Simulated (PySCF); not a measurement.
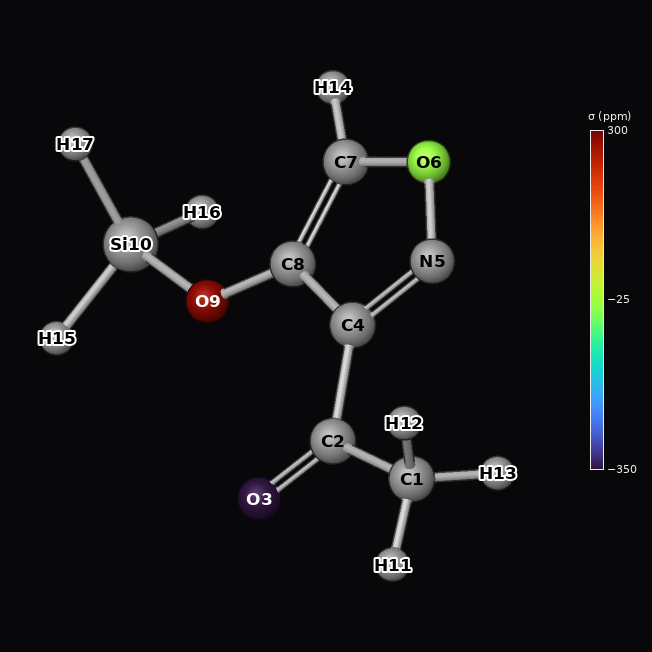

Atoms are coloured by their isotropic NMR shieldings (O only, the others grey). Computed geometry: GFN2-xTB optimisation. No frequency run is at hand to confirm it as a minimum. Level of theory: GIAO PBE0/pcSseg-1 NMR shielding, non-relativistic, gas phase (PySCF 2.14.0).

List the isotropic NMR shieldings of the O atoms.

| atom | σ (ppm) |
| --- | --- |
| O3 | −346.7 |
| O6 | −33.6 |
| O9 | 280.4 |

The geometry is semi-empirical. Around Si such bond lengths and angles can be off by a tenth of an ångström or more and by several degrees, and values that hang on the shape move with them.
